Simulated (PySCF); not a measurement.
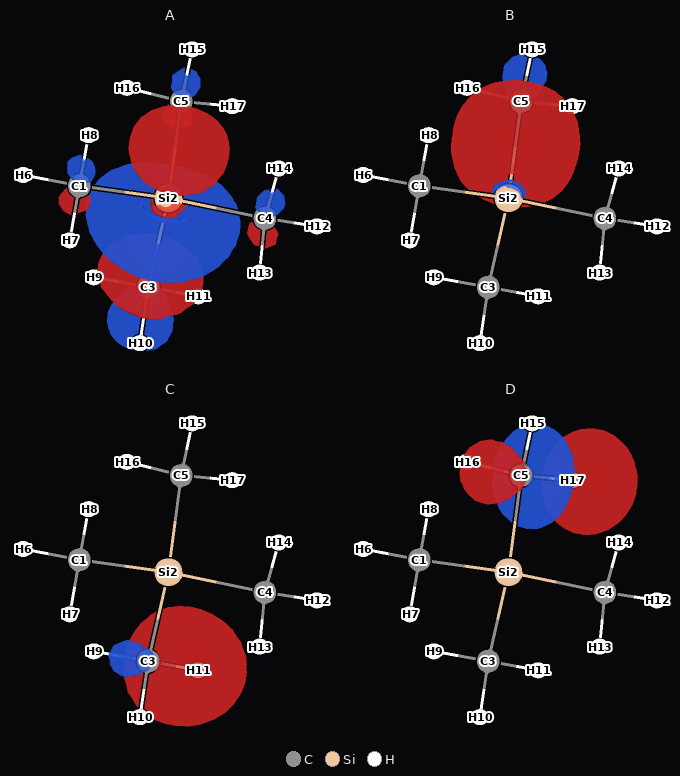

*C4H12Si, SMILES `C[Si](C)(C)C`. Intrinsic bond orbitals (IBO), occupied and valence-virtual; each surface holds about 80 % of the orbital's density. Energies are diagonal elements of the Fock matrix.*

Computed with PySCF, r2SCAN/def2-TZVP, geometry: GFN2-xTB. No frequency check shows the geometry to be a minimum.

Cartesian coordinates (Å):

```
C1      -1.3548   -0.0683    1.3427
Si2      0.0004   -0.0002   -0.0000
C3       0.1648   -1.7117   -0.8294
C4       1.6643    0.4818    0.8024
C5      -0.4725    1.2996   -1.3162
H6      -2.3151   -0.3523    0.9214
H7      -1.1221   -0.8108    2.1017
H8      -1.4825    0.8936    1.8268
H9      -0.7654   -2.0121   -1.3040
H10      0.4214   -2.4793   -0.1047
H11      0.9365   -1.7111   -1.5912
H12      2.4626    0.5182    0.0663
H13      1.9597   -0.2301    1.5631
H14      1.6100    1.4570    1.2733
H15     -0.5857    2.2859   -0.8757
H16     -1.4239    1.0612   -1.7835
H17      0.2880    1.3732   -2.0899
```

### Name the orbitals, with their atomic make-up and energies.

By panel:
- A: σ* orbital Si2–C3, mostly on Si2 (Si2 64 %, C3 33 %; 6.2 eV)
- B: σ bond C5–Si2 (C5 65 %, Si2 34 %; −10.0 eV)
- C: σ bond C3–H11 (C3 57 %, H11 42 %; −12.0 eV)
- D: σ* orbital H17–C5 (H17 58 %, C5 42 %; 8.9 eV)

### How do all the valence pairs divide up?

16 pairs: 16 σ bonds.
